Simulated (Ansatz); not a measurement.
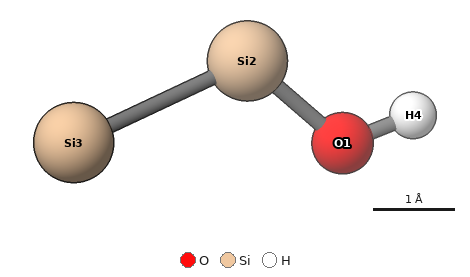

Fig. 1: The starting structure (ball-and-stick view, seen at a tilt; atoms are numbered from 1 in the order of the input). Bond lengths as drawn: H–O 0.98 Å, O–Si 1.65 Å and Si–Si 2.48 Å.

## Molecular dynamics of Si₂HO (charge +1) (part 1 of 4)

System: Si₂HO, charge +1, SMILES O[Si]#[Si+].
Method: RKS PBE-D4/def2-SVP (Ansatz 0.2.0).

It belongs to a series of runs on one base structure; here: dynamics from the start. Figures and captions count atoms from 1; the log counts them from 0 in places.

What the program printed
```
Engine: ansatz 0.2.0, aarch64-unknown-linux-gnu
Functional definition: PBE
  parameter kappa = 0.804
  parameter beta = 0.06672455060314922
  exchange = pbe_x(kappa = kappa, mu = beta*pi^2/3)
  correlation = pbe_c(beta = beta)
593 factors; their error is unknown
mean field evaluation 1: about -17771.0887 eV, gradient 9.8e1 eV
mean field evaluation 2: about -17466.4601 eV, gradient 2.1e2 eV
mean field evaluation 4: about -17709.7790 eV, gradient 1.2e2 eV
mean field evaluation 8: about -17791.3943 eV, gradient 7.5e-2 eV
mean field evaluation 16: about -17790.0297 eV, gradient 1.1e1 eV
mean field evaluation 32: about -17790.8789 eV, gradient 3.9e0 eV
mean field -17791.33079186 eV, -653.8193472035 hartree, gradient 1.5e-5 eV, S^2 0.000000; 4 other end points of the search recorded, 0 dependent functions left out
the calculation of the forces begins
reference -17791.33082082 eV, -653.8193482679 hartree; 18, 18 occupied and 37, 37 virtual orbitals, 593 factors
md step     0: t =     0.00 fs  T =   400.0 K  F+E_penalty+E_count = -17791.41452764 eV  E_kin = 0.103408 eV  conserved = -17791.31111964 eV  (115 SCF iters)
these checks for a lower state are left out or cut short: starts, cluster_reference, orbital_swaps, neighbouring_geometries, increment
593 factors; their error is unknown
mean field -17791.33049602 eV, -653.8193363319 hartree, gradient 1.2e-5 eV, S^2 0.000000; 0 other end points of the search recorded, 0 dependent functions left out
the calculation of the forces begins
reference -17791.33052502 eV, -653.8193373973 hartree; 18, 18 occupied and 37, 37 virtual orbitals, 593 factors
md step     1: t =     0.50 fs  T =   398.9 K  F+E_penalty+E_count = -17791.41422596 eV  E_kin = 0.103111 eV  conserved = -17791.31111466 eV  (38 SCF iters)
[... from here on the SCF iterations and repeated set-up lines of each step are left out, up to the last step ...]
md step     2: t =     1.00 fs  T =   396.1 K  F+E_penalty+E_count = -17791.41350297 eV  E_kin = 0.102395 eV  conserved = -17791.31110840 eV  (38 SCF iters)
md step     3: t =     1.50 fs  T =   392.0 K  F+E_penalty+E_count = -17791.41244673 eV  E_kin = 0.101343 eV  conserved = -17791.31110353 eV  (38 SCF iters)
md step     4: t =     2.00 fs  T =   386.9 K  F+E_penalty+E_count = -17791.41112802 eV  E_kin = 0.100026 eV  conserved = -17791.31110189 eV  (38 SCF iters)
md step     5: t =     2.50 fs  T =   380.9 K  F+E_penalty+E_count = -17791.40957237 eV  E_kin = 0.098469 eV  conserved = -17791.31110362 eV  (38 SCF iters)
md step     6: t =     3.00 fs  T =   373.9 K  F+E_penalty+E_count = -17791.40775845 eV  E_kin = 0.096651 eV  conserved = -17791.31110696 eV  (37 SCF iters)
md step     7: t =     3.50 fs  T =   365.7 K  F+E_penalty+E_count = -17791.40564359 eV  E_kin = 0.094534 eV  conserved = -17791.31110934 eV  (37 SCF iters)
md step     8: t =     4.00 fs  T =   356.2 K  F+E_penalty+E_count = -17791.40320261 eV  E_kin = 0.092094 eV  conserved = -17791.31110856 eV  (37 SCF iters)
md step     9: t =     4.50 fs  T =   345.6 K  F+E_penalty+E_count = -17791.40046002 eV  E_kin = 0.089356 eV  conserved = -17791.31110393 eV  (37 SCF iters)
md step    10: t =     5.00 fs  T =   334.2 K  F+E_penalty+E_count = -17791.39749964 eV  E_kin = 0.086403 eV  conserved = -17791.31109648 eV  (37 SCF iters)
md step    11: t =     5.50 fs  T =   322.4 K  F+E_penalty+E_count = -17791.39444727 eV  E_kin = 0.083359 eV  conserved = -17791.31108847 eV  (37 SCF iters)
md step    12: t =     6.00 fs  T =   310.8 K  F+E_penalty+E_count = -17791.39143469 eV  E_kin = 0.080352 eV  conserved = -17791.31108239 eV  (37 SCF iters)
md step    13: t =     6.50 fs  T =   299.7 K  F+E_penalty+E_count = -17791.38856039 eV  E_kin = 0.077480 eV  conserved = -17791.31107991 eV  (36 SCF iters)
md step    14: t =     7.00 fs  T =   289.3 K  F+E_penalty+E_count = -17791.38586319 eV  E_kin = 0.074782 eV  conserved = -17791.31108125 eV  (36 SCF iters)
md step    15: t =     7.50 fs  T =   279.4 K  F+E_penalty+E_count = -17791.38331913 eV  E_kin = 0.072234 eV  conserved = -17791.31108509 eV  (37 SCF iters)
md step    16: t =     8.00 fs  T =   269.9 K  F+E_penalty+E_count = -17791.38086313 eV  E_kin = 0.069774 eV  conserved = -17791.31108904 eV  (37 SCF iters)
md step    17: t =     8.50 fs  T =   260.5 K  F+E_penalty+E_count = -17791.37842682 eV  E_kin = 0.067336 eV  conserved = -17791.31109069 eV  (37 SCF iters)
md step    18: t =     9.00 fs  T =   251.0 K  F+E_penalty+E_count = -17791.37597707 eV  E_kin = 0.064888 eV  conserved = -17791.31108866 eV  (37 SCF iters)
md step    19: t =     9.50 fs  T =   241.6 K  F+E_penalty+E_count = -17791.37353817 eV  E_kin = 0.062455 eV  conserved = -17791.31108335 eV  (38 SCF iters)
md step    20: t =    10.00 fs  T =   232.5 K  F+E_penalty+E_count = -17791.37118628 eV  E_kin = 0.060109 eV  conserved = -17791.31107686 eV  (38 SCF iters)
md step    21: t =    10.50 fs  T =   224.1 K  F+E_penalty+E_count = -17791.36901723 eV  E_kin = 0.057945 eV  conserved = -17791.31107208 eV  (38 SCF iters)
md step    22: t =    11.00 fs  T =   216.7 K  F+E_penalty+E_count = -17791.36710213 eV  E_kin = 0.056031 eV  conserved = -17791.31107126 eV  (40 SCF iters)
md step    23: t =    11.50 fs  T =   210.3 K  F+E_penalty+E_count = -17791.36545276 eV  E_kin = 0.054378 eV  conserved = -17791.31107484 eV  (40 SCF iters)
md step    24: t =    12.00 fs  T =   204.8 K  F+E_penalty+E_count = -17791.36401444 eV  E_kin = 0.052933 eV  conserved = -17791.31108121 eV  (40 SCF iters)
md step    25: t =    12.50 fs  T =   199.6 K  F+E_penalty+E_count = -17791.36269021 eV  E_kin = 0.051603 eV  conserved = -17791.31108756 eV  (40 SCF iters)
md step    26: t =    13.00 fs  T =   194.5 K  F+E_penalty+E_count = -17791.36138353 eV  E_kin = 0.050292 eV  conserved = -17791.31109128 eV  (40 SCF iters)
md step    27: t =    13.50 fs  T =   189.3 K  F+E_penalty+E_count = -17791.36003815 eV  E_kin = 0.048947 eV  conserved = -17791.31109119 eV  (40 SCF iters)
md step    28: t =    14.00 fs  T =   184.0 K  F+E_penalty+E_count = -17791.35865642 eV  E_kin = 0.047568 eV  conserved = -17791.31108794 eV  (40 SCF iters)
md step    29: t =    14.50 fs  T =   178.7 K  F+E_penalty+E_count = -17791.35728922 eV  E_kin = 0.046206 eV  conserved = -17791.31108358 eV  (41 SCF iters)
md step    30: t =    15.00 fs  T =   173.8 K  F+E_penalty+E_count = -17791.35600431 eV  E_kin = 0.044924 eV  conserved = -17791.31108054 eV  (41 SCF iters)
md step    31: t =    15.50 fs  T =   169.3 K  F+E_penalty+E_count = -17791.35484838 eV  E_kin = 0.043768 eV  conserved = -17791.31108058 eV  (37 SCF iters)
md step    32: t =    16.00 fs  T =   165.3 K  F+E_penalty+E_count = -17791.35381984 eV  E_kin = 0.042736 eV  conserved = -17791.31108403 eV  (37 SCF iters)
md step    33: t =    16.50 fs  T =   161.6 K  F+E_penalty+E_count = -17791.35286385 eV  E_kin = 0.041774 eV  conserved = -17791.31108966 eV  (37 SCF iters)
md step    34: t =    17.00 fs  T =   157.8 K  F+E_penalty+E_count = -17791.35189172 eV  E_kin = 0.040797 eV  conserved = -17791.31109515 eV  (36 SCF iters)
md step    35: t =    17.50 fs  T =   153.6 K  F+E_penalty+E_count = -17791.35081737 eV  E_kin = 0.039719 eV  conserved = -17791.31109805 eV  (36 SCF iters)
md step    36: t =    18.00 fs  T =   148.9 K  F+E_penalty+E_count = -17791.34959531 eV  E_kin = 0.038498 eV  conserved = -17791.31109688 eV  (37 SCF iters)
md step    37: t =    18.50 fs  T =   143.7 K  F+E_penalty+E_count = -17791.34824346 eV  E_kin = 0.037152 eV  conserved = -17791.31109191 eV  (37 SCF iters)
md step    38: t =    19.00 fs  T =   138.3 K  F+E_penalty+E_count = -17791.34683880 eV  E_kin = 0.035754 eV  conserved = -17791.31108514 eV  (30 SCF iters)
md step    39: t =    19.50 fs  T =   133.1 K  F+E_penalty+E_count = -17791.34548606 eV  E_kin = 0.034407 eV  conserved = -17791.31107946 eV  (30 SCF iters)
md step    40: t =    20.00 fs  T =   128.4 K  F+E_penalty+E_count = -17791.34427305 eV  E_kin = 0.033196 eV  conserved = -17791.31107724 eV  (30 SCF iters)
md step    41: t =    20.50 fs  T =   124.4 K  F+E_penalty+E_count = -17791.34323407 eV  E_kin = 0.032155 eV  conserved = -17791.31107915 eV  (29 SCF iters)
md step    42: t =    21.00 fs  T =   120.9 K  F+E_penalty+E_count = -17791.34233980 eV  E_kin = 0.031256 eV  conserved = -17791.31108380 eV  (37 SCF iters)
md step    43: t =    21.50 fs  T =   117.7 K  F+E_penalty+E_count = -17791.34151867 eV  E_kin = 0.030430 eV  conserved = -17791.31108851 eV  (37 SCF iters)
md step    44: t =    22.00 fs  T =   114.5 K  F+E_penalty+E_count = -17791.34069838 eV  E_kin = 0.029608 eV  conserved = -17791.31109065 eV  (37 SCF iters)
md step    45: t =    22.50 fs  T =   111.2 K  F+E_penalty+E_count = -17791.33984670 eV  E_kin = 0.028758 eV  conserved = -17791.31108890 eV  (37 SCF iters)
md step    46: t =    23.00 fs  T =   108.0 K  F+E_penalty+E_count = -17791.33899207 eV  E_kin = 0.027908 eV  conserved = -17791.31108377 eV  (37 SCF iters)
md step    47: t =    23.50 fs  T =   105.0 K  F+E_penalty+E_count = -17791.33821603 eV  E_kin = 0.027139 eV  conserved = -17791.31107723 eV  (37 SCF iters)
md step    48: t =    24.00 fs  T =   102.7 K  F+E_penalty+E_count = -17791.33762239 eV  E_kin = 0.026551 eV  conserved = -17791.31107179 eV  (37 SCF iters)
md step    49: t =    24.50 fs  T =   101.5 K  F+E_penalty+E_count = -17791.33729765 eV  E_kin = 0.026228 eV  conserved = -17791.31106944 eV  (37 SCF iters)
md step    50: t =    25.00 fs  T =   101.4 K  F+E_penalty+E_count = -17791.33727944 eV  E_kin = 0.026209 eV  conserved = -17791.31107089 eV  (37 SCF iters)
md step    51: t =    25.50 fs  T =   102.4 K  F+E_penalty+E_count = -17791.33754518 eV  E_kin = 0.026470 eV  conserved = -17791.31107529 eV  (36 SCF iters)
md step    52: t =    26.00 fs  T =   104.2 K  F+E_penalty+E_count = -17791.33802511 eV  E_kin = 0.026945 eV  conserved = -17791.31108059 eV  (36 SCF iters)
md step    53: t =    26.50 fs  T =   106.6 K  F+E_penalty+E_count = -17791.33863392 eV  E_kin = 0.027549 eV  conserved = -17791.31108444 eV  (36 SCF iters)
md step    54: t =    27.00 fs  T =   109.2 K  F+E_penalty+E_count = -17791.33930780 eV  E_kin = 0.028223 eV  conserved = -17791.31108515 eV  (36 SCF iters)
md step    55: t =    27.50 fs  T =   112.0 K  F+E_penalty+E_count = -17791.34003075 eV  E_kin = 0.028948 eV  conserved = -17791.31108256 eV  (36 SCF iters)
md step    56: t =    28.00 fs  T =   115.1 K  F+E_penalty+E_count = -17791.34083752 eV  E_kin = 0.029759 eV  conserved = -17791.31107820 eV  (36 SCF iters)
md step    57: t =    28.50 fs  T =   118.8 K  F+E_penalty+E_count = -17791.34179072 eV  E_kin = 0.030716 eV  conserved = -17791.31107462 eV  (36 SCF iters)
md step    58: t =    29.00 fs  T =   123.3 K  F+E_penalty+E_count = -17791.34294203 eV  E_kin = 0.031868 eV  conserved = -17791.31107419 eV  (36 SCF iters)
md step    59: t =    29.50 fs  T =   128.5 K  F+E_penalty+E_count = -17791.34429674 eV  E_kin = 0.033219 eV  conserved = -17791.31107784 eV  (36 SCF iters)
md step    60: t =    30.00 fs  T =   134.3 K  F+E_penalty+E_count = -17791.34579988 eV  E_kin = 0.034715 eV  conserved = -17791.31108459 eV  (88 SCF iters)
md step    61: t =    30.50 fs  T =   140.3 K  F+E_penalty+E_count = -17791.34735164 eV  E_kin = 0.036260 eV  conserved = -17791.31109198 eV  (35 SCF iters)
md step    62: t =    31.00 fs  T =   146.0 K  F+E_penalty+E_count = -17791.34884472 eV  E_kin = 0.037747 eV  conserved = -17791.31109735 eV  (36 SCF iters)
md step    63: t =    31.50 fs  T =   151.3 K  F+E_penalty+E_count = -17791.35020498 eV  E_kin = 0.039106 eV  conserved = -17791.31109903 eV  (36 SCF iters)
md step    64: t =    32.00 fs  T =   156.0 K  F+E_penalty+E_count = -17791.35141638 eV  E_kin = 0.040319 eV  conserved = -17791.31109707 eV  (35 SCF iters)
md step    65: t =    32.50 fs  T =   160.2 K  F+E_penalty+E_count = -17791.35251938 eV  E_kin = 0.041426 eV  conserved = -17791.31109305 eV  (36 SCF iters)
md step    66: t =    33.00 fs  T =   164.4 K  F+E_penalty+E_count = -17791.35358518 eV  E_kin = 0.042496 eV  conserved = -17791.31108935 eV  (36 SCF iters)
md step    67: t =    33.50 fs  T =   168.6 K  F+E_penalty+E_count = -17791.35467781 eV  E_kin = 0.043590 eV  conserved = -17791.31108808 eV  (36 SCF iters)
md step    68: t =    34.00 fs  T =   173.0 K  F+E_penalty+E_count = -17791.35582015 eV  E_kin = 0.044730 eV  conserved = -17791.31109027 eV  (36 SCF iters)
md step    69: t =    34.50 fs  T =   177.5 K  F+E_penalty+E_count = -17791.35697751 eV  E_kin = 0.045882 eV  conserved = -17791.31109545 eV  (36 SCF iters)
md step    70: t =    35.00 fs  T =   181.7 K  F+E_penalty+E_count = -17791.35806499 eV  E_kin = 0.046963 eV  conserved = -17791.31110184 eV  (36 SCF iters)
md step    71: t =    35.50 fs  T =   185.2 K  F+E_penalty+E_count = -17791.35897575 eV  E_kin = 0.047869 eV  conserved = -17791.31110703 eV  (35 SCF iters)
md step    72: t =    36.00 fs  T =   187.6 K  F+E_penalty+E_count = -17791.35961932 eV  E_kin = 0.048510 eV  conserved = -17791.31110897 eV  (35 SCF iters)
md step    73: t =    36.50 fs  T =   189.0 K  F+E_penalty+E_count = -17791.35995435 eV  E_kin = 0.048847 eV  conserved = -17791.31110694 eV  (36 SCF iters)
md step    74: t =    37.00 fs  T =   189.2 K  F+E_penalty+E_count = -17791.36000134 eV  E_kin = 0.048899 eV  conserved = -17791.31110188 eV  (36 SCF iters)
md step    75: t =    37.50 fs  T =   188.5 K  F+E_penalty+E_count = -17791.35982901 eV  E_kin = 0.048733 eV  conserved = -17791.31109612 eV  (36 SCF iters)
md step    76: t =    38.00 fs  T =   187.3 K  F+E_penalty+E_count = -17791.35951975 eV  E_kin = 0.048427 eV  conserved = -17791.31109225 eV  (36 SCF iters)
md step    77: t =    38.50 fs  T =   185.8 K  F+E_penalty+E_count = -17791.35913053 eV  E_kin = 0.048039 eV  conserved = -17791.31109187 eV  (35 SCF iters)
md step    78: t =    39.00 fs  T =   184.0 K  F+E_penalty+E_count = -17791.35866874 eV  E_kin = 0.047574 eV  conserved = -17791.31109477 eV  (36 SCF iters)
md step    79: t =    39.50 fs  T =   181.8 K  F+E_penalty+E_count = -17791.35809531 eV  E_kin = 0.046996 eV  conserved = -17791.31109905 eV  (36 SCF iters)
md step    80: t =    40.00 fs  T =   178.9 K  F+E_penalty+E_count = -17791.35735329 eV  E_kin = 0.046251 eV  conserved = -17791.31110209 eV  (36 SCF iters)
md step    81: t =    40.50 fs  T =   175.2 K  F+E_penalty+E_count = -17791.35640694 eV  E_kin = 0.045305 eV  conserved = -17791.31110189 eV  (36 SCF iters)
md step    82: t =    41.00 fs  T =   170.9 K  F+E_penalty+E_count = -17791.35527162 eV  E_kin = 0.044174 eV  conserved = -17791.31109793 eV  (36 SCF iters)
md step    83: t =    41.50 fs  T =   166.1 K  F+E_penalty+E_count = -17791.35402051 eV  E_kin = 0.042929 eV  conserved = -17791.31109136 eV  (36 SCF iters)
md step    84: t =    42.00 fs  T =   161.2 K  F+E_penalty+E_count = -17791.35276556 eV  E_kin = 0.041681 eV  conserved = -17791.31108444 eV  (35 SCF iters)
md step    85: t =    42.50 fs  T =   156.8 K  F+E_penalty+E_count = -17791.35162176 eV  E_kin = 0.040542 eV  conserved = -17791.31107949 eV  (36 SCF iters)
md step    86: t =    43.00 fs  T =   153.1 K  F+E_penalty+E_count = -17791.35066999 eV  E_kin = 0.039592 eV  conserved = -17791.31107803 eV  (36 SCF iters)
md step    87: t =    43.50 fs  T =   150.3 K  F+E_penalty+E_count = -17791.34993330 eV  E_kin = 0.038853 eV  conserved = -17791.31108012 eV  (35 SCF iters)
md step    88: t =    44.00 fs  T =   148.1 K  F+E_penalty+E_count = -17791.34937590 eV  E_kin = 0.038291 eV  conserved = -17791.31108441 eV  (35 SCF iters)
md step    89: t =    44.50 fs  T =   146.4 K  F+E_penalty+E_count = -17791.34892507 eV  E_kin = 0.037836 eV  conserved = -17791.31108860 eV  (35 SCF iters)
md step    90: t =    45.00 fs  T =   144.7 K  F+E_penalty+E_count = -17791.34850761 eV  E_kin = 0.037417 eV  conserved = -17791.31109044 eV  (36 SCF iters)
md step    91: t =    45.50 fs  T =   143.1 K  F+E_penalty+E_count = -17791.34808587 eV  E_kin = 0.036997 eV  conserved = -17791.31108870 eV  (36 SCF iters)
md step    92: t =    46.00 fs  T =   141.6 K  F+E_penalty+E_count = -17791.34767769 eV  E_kin = 0.036594 eV  conserved = -17791.31108385 eV  (36 SCF iters)
md step    93: t =    46.50 fs  T =   140.3 K  F+E_penalty+E_count = -17791.34735004 eV  E_kin = 0.036272 eV  conserved = -17791.31107792 eV  (36 SCF iters)
md step    94: t =    47.00 fs  T =   139.7 K  F+E_penalty+E_count = -17791.34718812 eV  E_kin = 0.036114 eV  conserved = -17791.31107367 eV  (36 SCF iters)
md step    95: t =    47.50 fs  T =   140.0 K  F+E_penalty+E_count = -17791.34725365 eV  E_kin = 0.036180 eV  conserved = -17791.31107317 eV  (35 SCF iters)
md step    96: t =    48.00 fs  T =   141.1 K  F+E_penalty+E_count = -17791.34755285 eV  E_kin = 0.036476 eV  conserved = -17791.31107682 eV  (36 SCF iters)
md step    97: t =    48.50 fs  T =   142.9 K  F+E_penalty+E_count = -17791.34803064 eV  E_kin = 0.036948 eV  conserved = -17791.31108305 eV  (37 SCF iters)
md step    98: t =    49.00 fs  T =   145.1 K  F+E_penalty+E_count = -17791.34859388 eV  E_kin = 0.037505 eV  conserved = -17791.31108918 eV  (37 SCF iters)
md step    99: t =    49.50 fs  T =   147.2 K  F+E_penalty+E_count = -17791.34915202 eV  E_kin = 0.038059 eV  conserved = -17791.31109275 eV  (37 SCF iters)
md step   100: t =    50.00 fs  T =   149.2 K  F+E_penalty+E_count = -17791.34965457 eV  E_kin = 0.038562 eV  conserved = -17791.31109262 eV  (36 SCF iters)
```
